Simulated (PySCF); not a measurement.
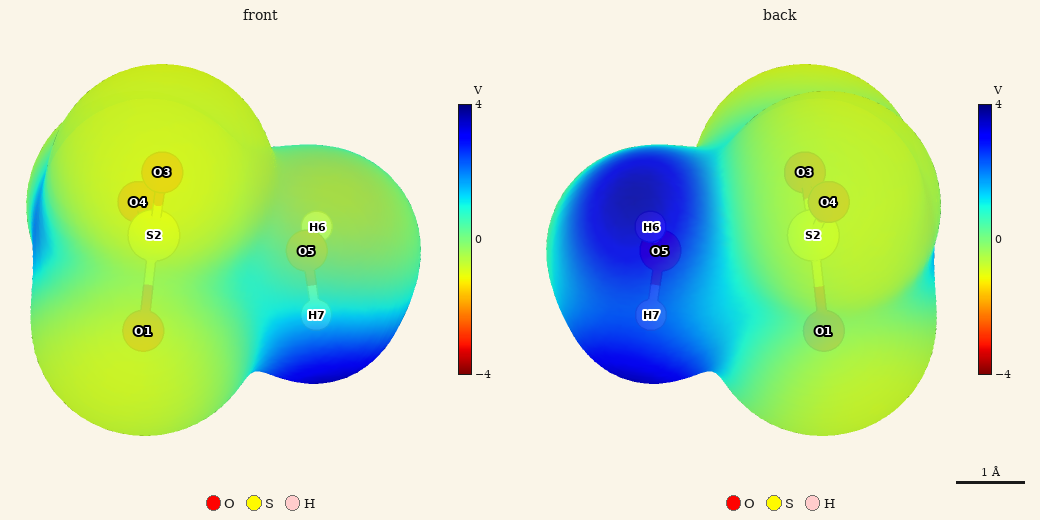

The picture shows: SO$_{3}$···H$_{2}$O (SMILES O=S(=O)=O.O). The molecular electrostatic potential painted on the density surface at 0.002 e/bohr³, seen from the front and from behind; red is negative and blue positive.

Geometry: PBE0-D3(BJ)/def2-SVPD.

Level of theory: wB97M-D3(BJ)/def2-TZVPD, SCF density, gas phase (PySCF).

The calculation's input:

```
{"job": {"kind": "inter", "xc": "wB97M-D3(BJ)", "basis": "def2-TZVPD", "pairs": false}, "charge": 0, "multiplicity": 1, "parts": [{"atoms": "0-3", "charge": 0, "multiplicity": 1}, {"atoms": "4-6", "charge": 0, "multiplicity": 1}]}
O      0.468457    -0.843663     1.107217
S      0.501876     0.312454     0.235774
O     -0.224246     1.505866     0.596706
O      1.043065     0.176755    -1.101402
O      2.528847     1.010142     1.087588
H      3.112781     1.077171     0.322511
H      2.842403     0.259857     1.607287
```

Command:

```sh
OMP_NUM_THREADS=1 python cluster_run.py task.json out
```

**Describe the electrostatic potential map.**

The most negative region (about −1.0 V) lies over O3, the most positive (about +3.5 V) over H6 and H7.

**What dipole moment does the calculation give?**

Its dipole moment is 3.40 D.
